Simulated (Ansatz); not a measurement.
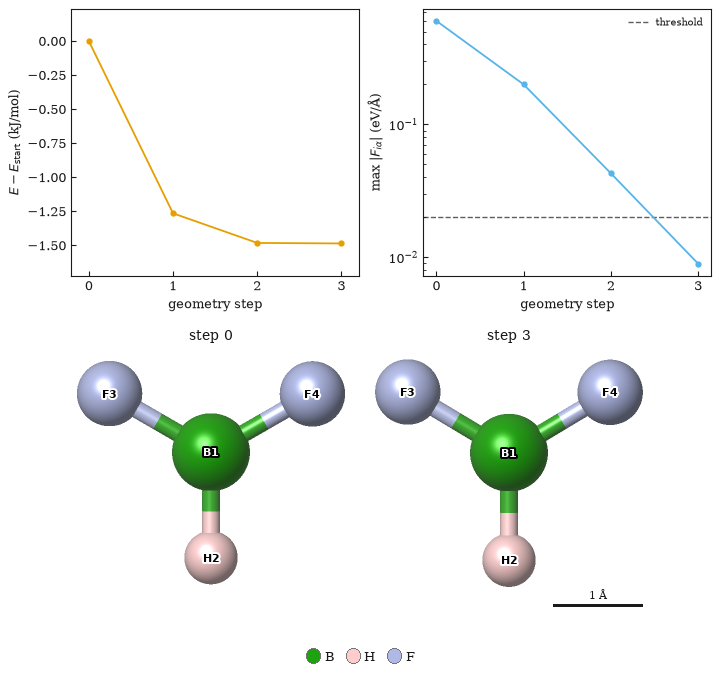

First and last geometry of a relaxation of BHF2, with the history of the run. A ball-and-stick model, seen face on.

The run prepares the start of a later molecular dynamics calculation, from a guessed geometry.

The calculation used RKS revPBE-D4/def2-SVP (Ansatz). Settings: no spin polarisation; force threshold 0.02 eV/Å; at most 40 steps.

What do the curves and the structures tell?

Answer. It converged. The largest move after the best rigid fit is that of H2, 0.029 Å. By element the largest moves are H 0.029 Å, F 0.018 Å, B 0.006 Å. Among the contacts that change: B1–H2 1.190 → 1.213 Å, B1–F3 1.320 → 1.330 Å. After 3 geometry steps the energy has fallen by 1.49 kJ/mol. The largest force component goes from 0.6 to 0.009 eV/Å.

| step | E − E(0), kJ/mol | largest force component, eV/Å |
| --- | --- | --- |
| 0 | 0.00 | 0.6016 |
| 1 | -1.26 | 0.2000 |
| 2 | -1.48 | 0.0429 |
| 3 | -1.49 | 0.0090 |
